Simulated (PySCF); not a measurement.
# HfH4: from a template to the relaxed complex

What shape and bonds does HfH4 have? It is relaxed from a template within its point group. The structure is generated, not taken from experiment.

Program: PySCF 2.14.0. Level of theory: PBE0, Hf def2-SVP with ECP60, H def2-SVP; scalar-relativistic core potentials, no spin–orbit coupling. These are calculated values, not measurements.

1 further run of the same task is left out (for a known fault of the program).

### Step 1. The starting structure

5 atoms, charge 0, spin multiplicity 1.

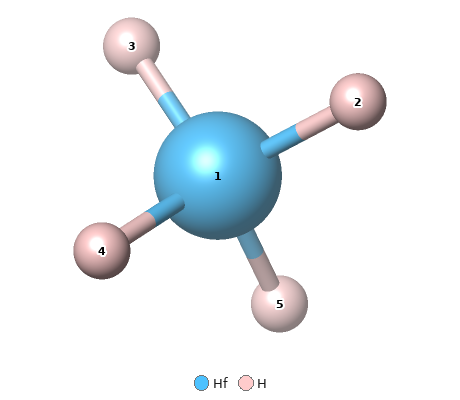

As it starts; hafnium blue, hydrogen pink; atoms are numbered from 1 in the order of the file.

Coordinates:

```xyz
5

Hf    0.00000    0.00000    0.00000
H     1.10850    1.10850    1.10850
H    -1.10850   -1.10850    1.10850
H     1.10850   -1.10850   -1.10850
H    -1.10850    1.10850   -1.10850
```

Formal oxidation states: Hf +4.

### Step 2. SCF at the start, singlet

File run.py (the lines that set the calculation):

```python
mol = gto.M(atom='''
Hf     0.00000     0.00000     0.00000
H      1.10850     1.10850     1.10850
H     -1.10850    -1.10850     1.10850
H      1.10850    -1.10850    -1.10850
H     -1.10850     1.10850    -1.10850''',
    basis={'Hf': 'def2-SVP', 'H': 'def2-SVP'},
    ecp={'Hf': 'def2-SVP'},
    charge=0, spin=0)
mf = dft.RKS(mol, xc='PBE0')
mf.grids.atom_grid = (50, 194)
mf = mf.density_fit()  # fitting sets: Hf def2-universal-JKFIT, H def2-universal-JKFIT
mf.conv_tol = 1e-08; mf.max_cycle = 55
mf.kernel(dm0)  # dm0: free metal ions and neutral atoms
```

Command:

```console
$ OMP_NUM_THREADS=2 python run.py
```

Output:

```text
init E= -49.7405676408526
  HOMO = -0.268078834676225  LUMO = -0.11547634467684  gap/eV = 4.15253
cycle= 1 E= -50.2749823534375  delta_E= -0.534  |g|= 0.0756  |ddm|= 1.99
  HOMO = -0.305078154585644  LUMO = -0.0703251326039842  gap/eV = 6.38796
cycle= 2 E= -50.2755849630872  delta_E= -0.000603  |g|= 0.0823  |ddm|= 0.273
  HOMO = -0.30977196071277  LUMO = -0.0864024439080626  gap/eV = 6.07819
cycle= 3 E= -50.2782292247622  delta_E= -0.00264  |g|= 0.00499  |ddm|= 0.134
  HOMO = -0.306964042784474  LUMO = -0.0835752411593456  gap/eV = 6.07872
cycle= 4 E= -50.2782394232623  delta_E= -1.02e-05  |g|= 0.00102  |ddm|= 0.0129
  HOMO = -0.307369662237843  LUMO = -0.0840169093921775  gap/eV = 6.07774
cycle= 5 E= -50.2782398341094  delta_E= -4.11e-07  |g|= 3.11e-05  |ddm|= 0.00168
  HOMO = -0.307350554701566  LUMO = -0.083998002370772  gap/eV = 6.07773
cycle= 6 E= -50.2782398348196  delta_E= -7.1e-10  |g|= 9.02e-06  |ddm|= 0.000119
  HOMO = -0.307353156357329  LUMO = -0.0840031726937687  gap/eV = 6.07766
Extra cycle  E= -50.2782398348082  delta_E= 1.13e-11  |g|= 1.04e-05  |ddm|= 3.03e-05
converged SCF energy = -50.2782398348082
```

Wall time 1 s (2 threads of Arm Neoverse V1, shared host); peak memory 0.3 GiB.

Read off: E = -50.278240 Eh, HOMO -8.36 eV, LUMO -2.29 eV, Mulliken charge on Hf1 +1.16 e. 

### Step 3. Relaxation, singlet

Steps are kept in the start's point group, Td.

run.py (the lines that set the calculation), as its differences from that of step 2:

```diff
@@ -13,2 +13,3 @@
 mf.conv_tol = 1e-08; mf.max_cycle = 55
-mf.kernel(dm0)  # dm0: free metal ions and neutral atoms
+mf.kernel(dm0)  # dm0: an SCF of this state at this start
+# quasi-Newton relaxation in Cartesian coordinates to a largest gradient under 0.00045 Eh/bohr, steps kept in the point group
```

Command:

```console
$ OMP_NUM_THREADS=2 python run.py
```

The driver keeps no SCF log for this step, only its results.

Run time: 2.8 s. Hardware: 2 threads of Arm Neoverse V1, shared host.

The steps of the relaxation:

```tsv
step	energy from step 1 (eV)	largest force component (eV/Å)
1	0.0000	0.4652
2	-0.0894	0.2636
3	-0.1269	0.0295
4	-0.1273	0.0020
```

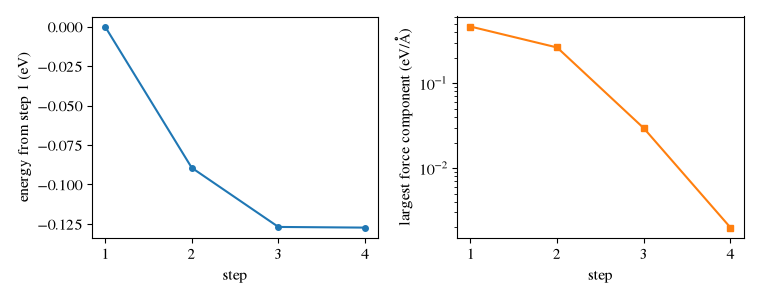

Energy and largest force along the relaxation.

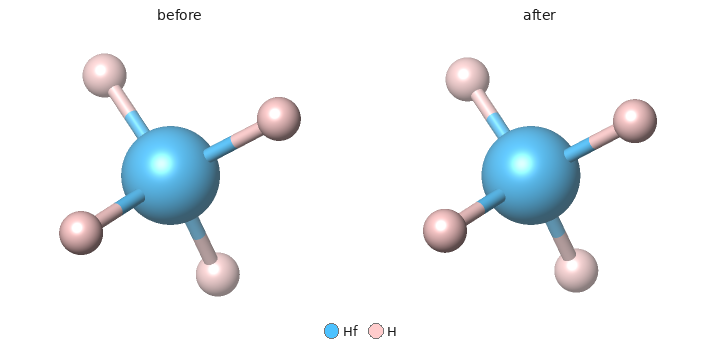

Before and after, at one scale.

Distances of close pairs at the start and the end, largest changes first:

```tsv
bond	before (Å)	after (Å)	change (Å)
Hf1–H2	1.920	1.844	-0.075
Hf1–H3	1.920	1.844	-0.075
Hf1–H4	1.920	1.844	-0.075
Hf1–H5	1.920	1.844	-0.075
```

It ends in Td at E = -50.282919 Eh.

```tsv
atom	x (Å)	y (Å)	z (Å)
Hf1	0.00000	0.00000	0.00000
H2	1.06492	1.06492	1.06492
H3	-1.06492	-1.06492	1.06492
H4	1.06492	-1.06492	-1.06492
H5	-1.06492	1.06492	-1.06492
```

### Step 4. Harmonic vibrations

File run.py (the lines that set the calculation):

```python
mol = gto.M(atom='''
Hf     0.00000     0.00000     0.00000
H      1.06492     1.06492     1.06492
H     -1.06492    -1.06492     1.06492
H      1.06492    -1.06492    -1.06492
H     -1.06492     1.06492    -1.06492''',
    basis={'Hf': 'def2-SVP', 'H': 'def2-SVP'},
    ecp={'Hf': 'def2-SVP'},
    charge=0, spin=0)
mf = dft.RKS(mol, xc='PBE0')
mf.grids.atom_grid = (50, 194)
mf = mf.density_fit()  # fitting sets: Hf def2-universal-JKFIT, H def2-universal-JKFIT
mf.conv_tol = 1e-10; mf.max_cycle = 55
mf.kernel(dm0)  # dm0: the density of the relaxed state
# Hessian and dipole derivatives by central differences of gradients, 0.02 bohr
```

Command:

```console
$ OMP_NUM_THREADS=2 python run.py
```

The driver keeps no SCF log for this step, only its results.

Run time: 3.6 s. Hardware: 2 threads of Arm Neoverse V1, shared host.

Point group Td; negative numbers are unstable modes, and those under 60 cm⁻¹ are near the numerical noise:

```tsv
cm⁻¹	km/mol	symmetry
575	203.6	t2
575	203.6	t2
575	203.6	t2
708	0.0	e
708	0.0	e
1737	607.7	t2
1737	607.7	t2
1737	607.7	t2
1801	0.0	a1
```

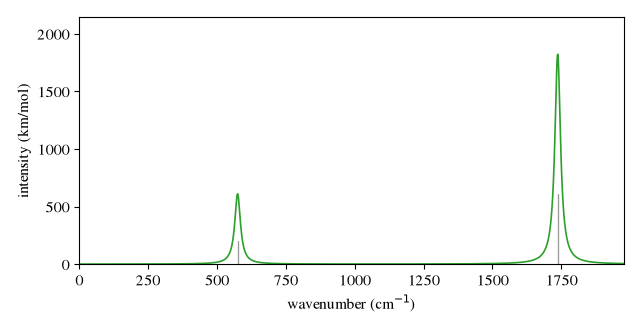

The infrared spectrum from the harmonic lines. Lines are broadened to a width of 25 cm⁻¹ (Lorentzian).

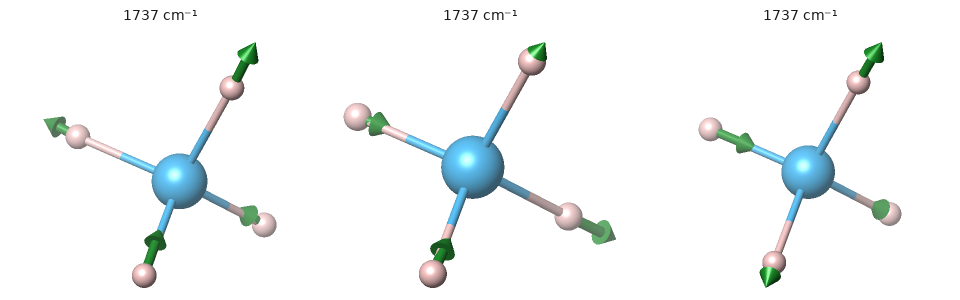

How the atoms move in 3 of the modes.

### Step 5. Properties on a finer grid

run.py (the lines that set the calculation), as its differences from that of step 4:

```diff
@@ -10,6 +10,5 @@
 mf = dft.RKS(mol, xc='PBE0')
-mf.grids.atom_grid = (50, 194)
+mf.grids.atom_grid = (75, 302)
 mf = mf.density_fit()  # fitting sets: Hf def2-universal-JKFIT, H def2-universal-JKFIT
-mf.conv_tol = 1e-10; mf.max_cycle = 55
+mf.conv_tol = 1e-09; mf.max_cycle = 55
 mf.kernel(dm0)  # dm0: the density of the relaxed state
-# Hessian and dipole derivatives by central differences of gradients, 0.02 bohr
```

Command:

```console
$ OMP_NUM_THREADS=2 python run.py
```

Output:

```text
init E= -50.2829263942263
  HOMO = -0.308472597343998  LUMO = -0.0754872090847452  gap/eV = 6.33986
cycle= 1 E= -50.28292639665  delta_E= -2.42e-09  |g|= 6.14e-06  |ddm|= 0.000382
  HOMO = -0.308472463368892  LUMO = -0.0754870711119304  gap/eV = 6.33986
cycle= 2 E= -50.2829263966611  delta_E= -1.11e-11  |g|= 9.58e-07  |ddm|= 1.38e-05
  HOMO = -0.30847270174334  LUMO = -0.0754874231402343  gap/eV = 6.33985
Extra cycle  E= -50.282926396661  delta_E= 2.84e-14  |g|= 8.89e-07  |ddm|= 3.36e-06
converged SCF energy = -50.282926396661
```

Wall time 2.3 s (2 threads of Arm Neoverse V1, shared host).

Result: E = -50.282926 Eh, HOMO -8.39 eV, LUMO -2.05 eV, Mulliken charge on Hf1 +1.17 e, largest force component 0.001 eV/Å. 

Löwdin charges:

```tsv
atom	value (e)
Hf1	0.72
H2	-0.18
H3	-0.18
H4	-0.18
H5	-0.18
```

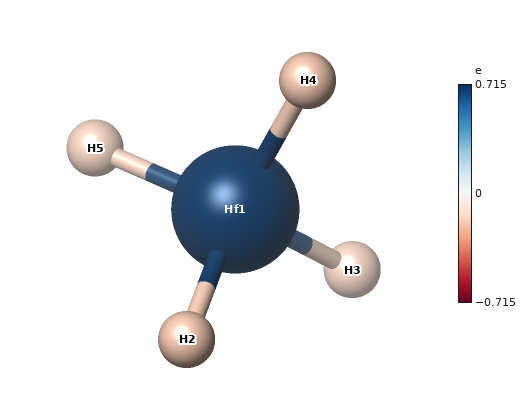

Löwdin charges, as colours on the atoms.

Mulliken charges: Hf1 +1.17, H2 -0.29, H3 -0.29, H4 -0.29, H5 -0.29 e.

Contacts (the nearest donor of each ligand) and Mayer bond orders:

```tsv
contact	distance (Å)	bond order
Hf1–H2 (H)	1.844	0.90
Hf1–H3 (H)	1.844	0.90
Hf1–H4 (H)	1.844	0.90
Hf1–H5 (H)	1.844	0.90
```

Mulliken populations of Hf1 outside the core potential: s 2.86, p 6.21, d 1.74, f 0.03.

Orbitals, density, ELF and potential are computed afterwards from the orbital file.

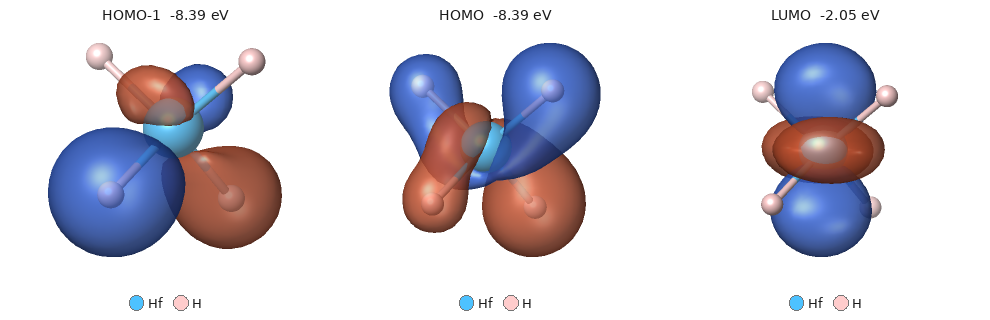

PBE0 orbitals near the gap, drawn at the value that encloses 70 % of each; the two colours are the two signs.

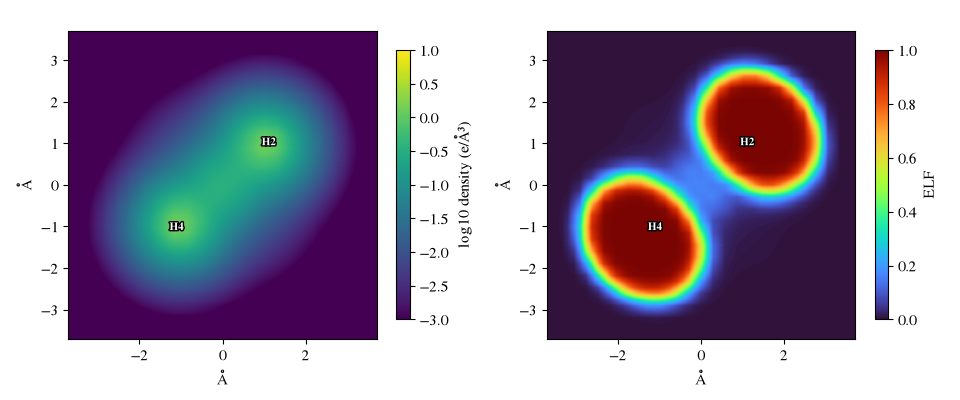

Density (left) and ELF (right) in a plane through or near 2 of the atoms.

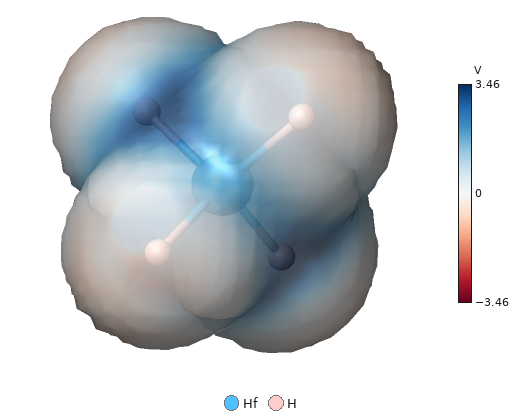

The potential that a unit positive charge feels on the 0.002 e/bohr³ surface, from -0.65 to 3.46 V.

### Step 6. What came out

| quantity | value |
| --- | --- |
| state and point group | singlet, Td |
| modes | 575 to 1801 cm⁻¹, none unstable |
| strongest infrared band (modes within 1.5 cm⁻¹ summed) | 1737 cm⁻¹ (1823 km/mol) |
| zero-point energy | 0.629 eV |
| ideal gas, 298 K, 1 bar | S = 238.1, Cp = 54.2 J/(mol K) |
| metal–ligand contacts | 1.84 Å |
| frontier levels | HOMO -8.39 eV, LUMO -2.05 eV |
| dipole | 0.00 D |
| mean polarisability | 6.9 Å³ |

In words: All modes are real, so the structure is a minimum. The metal carries +0.72 e by Löwdin's partition against a formal +4, and bond orders to the nearest donors reach 0.90. Both measures hang on the basis. One start shape was tried, so another isomer may lie lower. These are double-zeta-type bases without diffuse functions. Spin–orbit coupling is left out.
